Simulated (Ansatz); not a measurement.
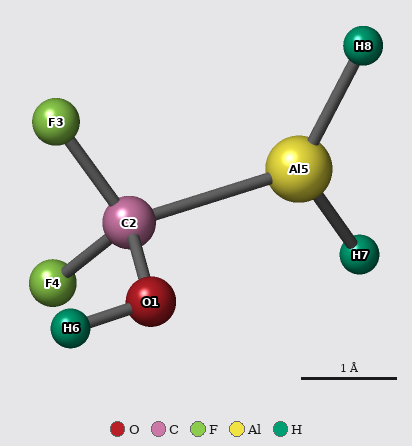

The starting structure (ball-and-stick view, seen at a tilt; atoms are numbered from 1 in the order of the input). Sticks mark near contacts. Bond lengths as drawn: Al–C 2.02 Å, Al–H 1.58 Å, C–F 1.38 Å, C–O 1.36 Å and H–O 0.97 Å.

**Molecular dynamics of CH3AlF2O (part 1 of 2)**

- system: CH3AlF2O, SMILES O[C](F)(F)[AlH2]
- method: RKS revPBE-d4/def2-SVP (Ansatz 0.2.0)

The geometry comes from this level: PBE0-D4/def2-TZVP. Figures and captions count atoms from 1; the log counts them from 0 in places.

The program's output:
```
Functional definition: revPBE
  name "revPBE"
  cite "Zhang & Yang, Phys. Rev. Lett. 80, 890 (1998) doi:10.1103/PhysRevLett.80.890"
  cite "Perdew, Burke & Ernzerhof, Phys. Rev. Lett. 77, 3865 (1996) doi:10.1103/PhysRevLett.77.3865"
  parameter kappa = 1.245
  parameter beta = 0.06672455060314922
  exchange = pbe_x(kappa = kappa, mu = beta*pi^2/3)
  correlation = pbe_c(beta = beta)
964 factors; their error is unknown
mean field evaluation 1: about -15145.6292 eV, gradient 4.9e1 eV
mean field evaluation 2: about -15137.5362 eV, gradient 8.4e1 eV
mean field evaluation 4: about -15150.0141 eV, gradient 5.1e0 eV
mean field evaluation 8: about -15149.9957 eV, gradient 1.6e-1 eV
mean field evaluation 16: about -15149.9958 eV, gradient 1.5e-5 eV
mean field -15149.99579543 eV, -556.7520764461 hartree, gradient 1.5e-5 eV, S^2 0.000000; 0 other end points of the search recorded, 0 dependent functions left out
the calculation of the forces begins
reference -15149.99584241 eV, -556.7520781727 hartree; 24, 24 occupied and 65, 65 virtual orbitals, 964 factors
md step     0: t =     0.00 fs  T =   700.0 K  F+E_penalty+E_count = -15150.42182287 eV  E_kin = 0.542892 eV  conserved = -15149.87893088 eV  (26 SCF iters)
these checks for a lower state are left out or cut short: starts, cluster_reference, orbital_swaps, neighbouring_geometries, increment
964 factors; their error is unknown
mean field -15149.96675802 eV, -556.7510093411 hartree, gradient 1.2e-5 eV, S^2 0.000000; 0 other end points of the search recorded, 0 dependent functions left out
the calculation of the forces begins
reference -15149.96680482 eV, -556.7510110607 hartree; 24, 24 occupied and 65, 65 virtual orbitals, 964 factors
md step     1: t =     1.00 fs  T =   666.6 K  F+E_penalty+E_count = -15150.39340846 eV  E_kin = 0.516983 eV  conserved = -15149.87642630 eV  (28 SCF iters, 3 dispersion substeps)
[... from here on the SCF iterations and repeated set-up lines of each step are left out, up to the last step ...]
md step     2: t =     2.00 fs  T =   648.4 K  F+E_penalty+E_count = -15150.37897219 eV  E_kin = 0.502864 eV  conserved = -15149.87611434 eV  (28 SCF iters, 3 dispersion substeps)
md step     3: t =     3.00 fs  T =   650.8 K  F+E_penalty+E_count = -15150.38299134 eV  E_kin = 0.504746 eV  conserved = -15149.87826307 eV  (29 SCF iters, 3 dispersion substeps)
md step     4: t =     4.00 fs  T =   641.4 K  F+E_penalty+E_count = -15150.37599389 eV  E_kin = 0.497417 eV  conserved = -15149.87861420 eV  (29 SCF iters, 3 dispersion substeps)
md step     5: t =     5.00 fs  T =   611.0 K  F+E_penalty+E_count = -15150.35106076 eV  E_kin = 0.473893 eV  conserved = -15149.87723211 eV  (29 SCF iters, 3 dispersion substeps)
md step     6: t =     6.00 fs  T =   582.0 K  F+E_penalty+E_count = -15150.32763126 eV  E_kin = 0.451399 eV  conserved = -15149.87633462 eV  (29 SCF iters, 3 dispersion substeps)
md step     7: t =     7.00 fs  T =   570.9 K  F+E_penalty+E_count = -15150.31952102 eV  E_kin = 0.442783 eV  conserved = -15149.87689124 eV  (29 SCF iters, 3 dispersion substeps)
md step     8: t =     8.00 fs  T =   568.1 K  F+E_penalty+E_count = -15150.31871482 eV  E_kin = 0.440634 eV  conserved = -15149.87830118 eV  (28 SCF iters, 3 dispersion substeps)
md step     9: t =     9.00 fs  T =   551.1 K  F+E_penalty+E_count = -15150.30554408 eV  E_kin = 0.427373 eV  conserved = -15149.87847330 eV  (29 SCF iters, 3 dispersion substeps)
md step    10: t =    10.00 fs  T =   521.0 K  F+E_penalty+E_count = -15150.28002497 eV  E_kin = 0.404065 eV  conserved = -15149.87635977 eV  (28 SCF iters, 3 dispersion substeps)
md step    11: t =    11.00 fs  T =   512.2 K  F+E_penalty+E_count = -15150.27232942 eV  E_kin = 0.397221 eV  conserved = -15149.87562165 eV  (29 SCF iters, 3 dispersion substeps)
md step    12: t =    12.00 fs  T =   535.3 K  F+E_penalty+E_count = -15150.29233156 eV  E_kin = 0.415178 eV  conserved = -15149.87780340 eV  (28 SCF iters, 3 dispersion substeps)
md step    13: t =    13.00 fs  T =   557.2 K  F+E_penalty+E_count = -15150.31006979 eV  E_kin = 0.432116 eV  conserved = -15149.87876676 eV  (29 SCF iters, 3 dispersion substeps)
md step    14: t =    14.00 fs  T =   558.2 K  F+E_penalty+E_count = -15150.30956248 eV  E_kin = 0.432879 eV  conserved = -15149.87768048 eV  (30 SCF iters, 3 dispersion substeps)
md step    15: t =    15.00 fs  T =   553.5 K  F+E_penalty+E_count = -15150.30474224 eV  E_kin = 0.429243 eV  conserved = -15149.87669779 eV  (30 SCF iters, 3 dispersion substeps)
md step    16: t =    16.00 fs  T =   559.9 K  F+E_penalty+E_count = -15150.30985504 eV  E_kin = 0.434249 eV  conserved = -15149.87702406 eV  (29 SCF iters, 3 dispersion substeps)
md step    17: t =    17.00 fs  T =   571.2 K  F+E_penalty+E_count = -15150.31970434 eV  E_kin = 0.443030 eV  conserved = -15149.87833412 eV  (29 SCF iters, 3 dispersion substeps)
md step    18: t =    18.00 fs  T =   564.9 K  F+E_penalty+E_count = -15150.31504222 eV  E_kin = 0.438104 eV  conserved = -15149.87885718 eV  (27 SCF iters, 3 dispersion substeps)
md step    19: t =    19.00 fs  T =   535.5 K  F+E_penalty+E_count = -15150.29010006 eV  E_kin = 0.415280 eV  conserved = -15149.87700803 eV  (29 SCF iters, 3 dispersion substeps)
md step    20: t =    20.00 fs  T =   514.1 K  F+E_penalty+E_count = -15150.27177022 eV  E_kin = 0.398688 eV  conserved = -15149.87554516 eV  (28 SCF iters, 3 dispersion substeps)
md step    21: t =    21.00 fs  T =   521.9 K  F+E_penalty+E_count = -15150.27946716 eV  E_kin = 0.404783 eV  conserved = -15149.87744042 eV  (29 SCF iters, 3 dispersion substeps)
md step    22: t =    22.00 fs  T =   530.9 K  F+E_penalty+E_count = -15150.28775197 eV  E_kin = 0.411783 eV  conserved = -15149.87904523 eV  (29 SCF iters, 3 dispersion substeps)
md step    23: t =    23.00 fs  T =   513.6 K  F+E_penalty+E_count = -15150.27305608 eV  E_kin = 0.398292 eV  conserved = -15149.87817838 eV  (29 SCF iters, 3 dispersion substeps)
md step    24: t =    24.00 fs  T =   481.8 K  F+E_penalty+E_count = -15150.24667505 eV  E_kin = 0.373662 eV  conserved = -15149.87677065 eV  (29 SCF iters, 3 dispersion substeps)
md step    25: t =    25.00 fs  T =   460.8 K  F+E_penalty+E_count = -15150.22977611 eV  E_kin = 0.357358 eV  conserved = -15149.87652485 eV  (29 SCF iters, 3 dispersion substeps)
md step    26: t =    26.00 fs  T =   455.4 K  F+E_penalty+E_count = -15150.22639359 eV  E_kin = 0.353225 eV  conserved = -15149.87763905 eV  (29 SCF iters, 3 dispersion substeps)
md step    27: t =    27.00 fs  T =   446.5 K  F+E_penalty+E_count = -15150.22017193 eV  E_kin = 0.346281 eV  conserved = -15149.87874487 eV  (29 SCF iters, 3 dispersion substeps)
md step    28: t =    28.00 fs  T =   418.1 K  F+E_penalty+E_count = -15150.19668363 eV  E_kin = 0.324299 eV  conserved = -15149.87763179 eV  (29 SCF iters, 3 dispersion substeps)
md step    29: t =    29.00 fs  T =   391.5 K  F+E_penalty+E_count = -15150.17349092 eV  E_kin = 0.303620 eV  conserved = -15149.87551246 eV  (29 SCF iters, 3 dispersion substeps)
md step    30: t =    30.00 fs  T =   398.1 K  F+E_penalty+E_count = -15150.17928998 eV  E_kin = 0.308771 eV  conserved = -15149.87657310 eV  (29 SCF iters, 3 dispersion substeps)
md step    31: t =    31.00 fs  T =   422.5 K  F+E_penalty+E_count = -15150.19984712 eV  E_kin = 0.327651 eV  conserved = -15149.87870883 eV  (29 SCF iters, 3 dispersion substeps)
md step    32: t =    32.00 fs  T =   429.1 K  F+E_penalty+E_count = -15150.20423886 eV  E_kin = 0.332823 eV  conserved = -15149.87843064 eV  (29 SCF iters, 3 dispersion substeps)
md step    33: t =    33.00 fs  T =   418.0 K  F+E_penalty+E_count = -15150.19372199 eV  E_kin = 0.324222 eV  conserved = -15149.87704282 eV  (29 SCF iters, 3 dispersion substeps)
md step    34: t =    34.00 fs  T =   411.7 K  F+E_penalty+E_count = -15150.18775742 eV  E_kin = 0.319326 eV  conserved = -15149.87651874 eV  (30 SCF iters, 3 dispersion substeps)
md step    35: t =    35.00 fs  T =   419.5 K  F+E_penalty+E_count = -15150.19402345 eV  E_kin = 0.325360 eV  conserved = -15149.87732371 eV  (29 SCF iters, 3 dispersion substeps)
md step    36: t =    36.00 fs  T =   426.8 K  F+E_penalty+E_count = -15150.20023067 eV  E_kin = 0.331026 eV  conserved = -15149.87847716 eV  (30 SCF iters, 3 dispersion substeps)
md step    37: t =    37.00 fs  T =   415.6 K  F+E_penalty+E_count = -15150.19033207 eV  E_kin = 0.322321 eV  conserved = -15149.87792161 eV  (27 SCF iters, 3 dispersion substeps)
md step    38: t =    38.00 fs  T =   397.8 K  F+E_penalty+E_count = -15150.17381422 eV  E_kin = 0.308528 eV  conserved = -15149.87584046 eV  (29 SCF iters, 3 dispersion substeps)
md step    39: t =    39.00 fs  T =   404.7 K  F+E_penalty+E_count = -15150.17891204 eV  E_kin = 0.313856 eV  conserved = -15149.87627364 eV  (29 SCF iters, 3 dispersion substeps)
md step    40: t =    40.00 fs  T =   429.2 K  F+E_penalty+E_count = -15150.19956223 eV  E_kin = 0.332835 eV  conserved = -15149.87866539 eV  (29 SCF iters, 3 dispersion substeps)
md step    41: t =    41.00 fs  T =   433.7 K  F+E_penalty+E_count = -15150.20260688 eV  E_kin = 0.336363 eV  conserved = -15149.87895601 eV  (29 SCF iters, 3 dispersion substeps)
md step    42: t =    42.00 fs  T =   410.4 K  F+E_penalty+E_count = -15150.18224106 eV  E_kin = 0.318251 eV  conserved = -15149.87748706 eV  (29 SCF iters, 3 dispersion substeps)
md step    43: t =    43.00 fs  T =   383.4 K  F+E_penalty+E_count = -15150.15952831 eV  E_kin = 0.297352 eV  conserved = -15149.87644079 eV  (29 SCF iters, 3 dispersion substeps)
md step    44: t =    44.00 fs  T =   372.3 K  F+E_penalty+E_count = -15150.15051579 eV  E_kin = 0.288717 eV  conserved = -15149.87682361 eV  (30 SCF iters, 3 dispersion substeps)
md step    45: t =    45.00 fs  T =   370.4 K  F+E_penalty+E_count = -15150.14959179 eV  E_kin = 0.287236 eV  conserved = -15149.87815749 eV  (30 SCF iters, 3 dispersion substeps)
md step    46: t =    46.00 fs  T =   356.1 K  F+E_penalty+E_count = -15150.13795765 eV  E_kin = 0.276153 eV  conserved = -15149.87839584 eV  (29 SCF iters, 3 dispersion substeps)
md step    47: t =    47.00 fs  T =   329.7 K  F+E_penalty+E_count = -15150.11462312 eV  E_kin = 0.255715 eV  conserved = -15149.87627498 eV  (29 SCF iters, 3 dispersion substeps)
md step    48: t =    48.00 fs  T =   325.7 K  F+E_penalty+E_count = -15150.10987346 eV  E_kin = 0.252588 eV  conserved = -15149.87542377 eV  (28 SCF iters, 3 dispersion substeps)
md step    49: t =    49.00 fs  T =   355.7 K  F+E_penalty+E_count = -15150.13470340 eV  E_kin = 0.275882 eV  conserved = -15149.87779426 eV  (29 SCF iters, 3 dispersion substeps)
these checks for a lower state are left out or cut short: starts, cluster_reference, orbital_swaps, neighbouring_geometries, increment
964 factors; their error is unknown
mean field -15149.72840948 eV, -556.7422501937 hartree, gradient 1.4e-5 eV, S^2 0.000000; 0 other end points of the search recorded, 0 dependent functions left out
the calculation of the forces begins
reference -15149.72845532 eV, -556.7422518781 hartree; 24, 24 occupied and 65, 65 virtual orbitals, 964 factors
964 factors; their error is unknown
mean field evaluation 416: about -15149.7872 eV, gradient 2.1e-2 eV
mean field -15149.72840948 eV, -556.7422501937 hartree, gradient 1.4e-5 eV, S^2 0.000000; 1 other end points of the search recorded, 0 dependent functions left out
the calculation of the forces begins
reference -15149.72845532 eV, -556.7422518781 hartree; 24, 24 occupied and 65, 65 virtual orbitals, 964 factors
md step    50: t =    50.00 fs  T =   383.3 K  F+E_penalty+E_count = -15150.15635482 eV  E_kin = 0.297291 eV  conserved = -15149.87897382 eV  (28 SCF iters, 3 dispersion substeps)
```

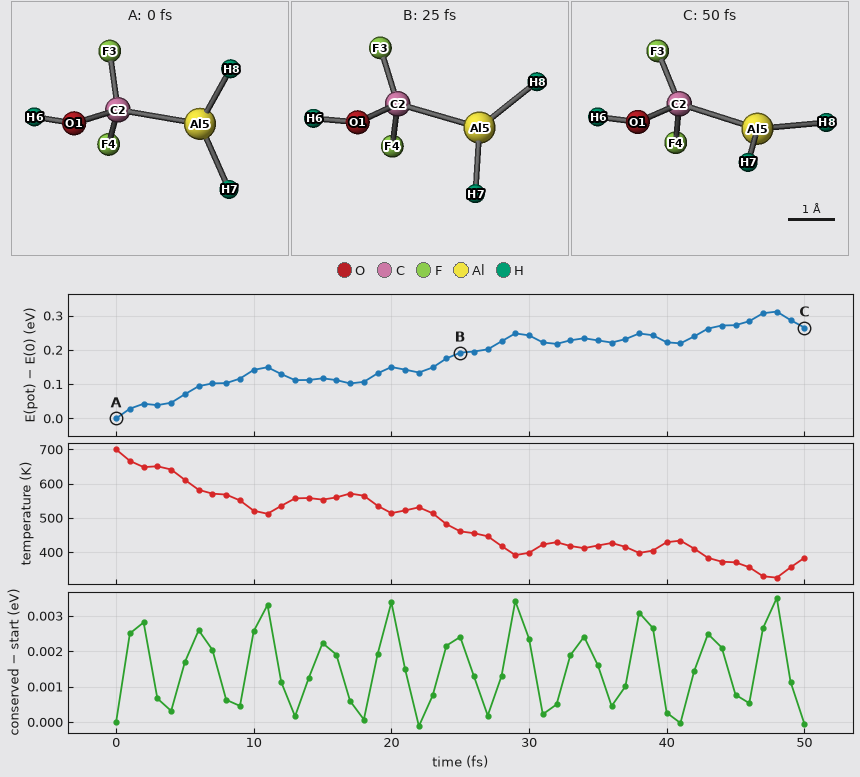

Frames of the molecular dynamics (ball-and-stick, seen at a tilt) above the curves, on which the letters mark them. The trajectory kept here has 51 frames over 50 fs. The temperature starts at 700 K, ranges from 326 to 700 K and averages 403 K over the second half. The potential energy ends 0.265 eV above its first value. The conserved quantity stays within 0.0036 eV. After an unweighted best fit of the last frame on the first, the root-mean-square displacement is 0.82 Å, and H8 has moved furthest (1.32 Å).
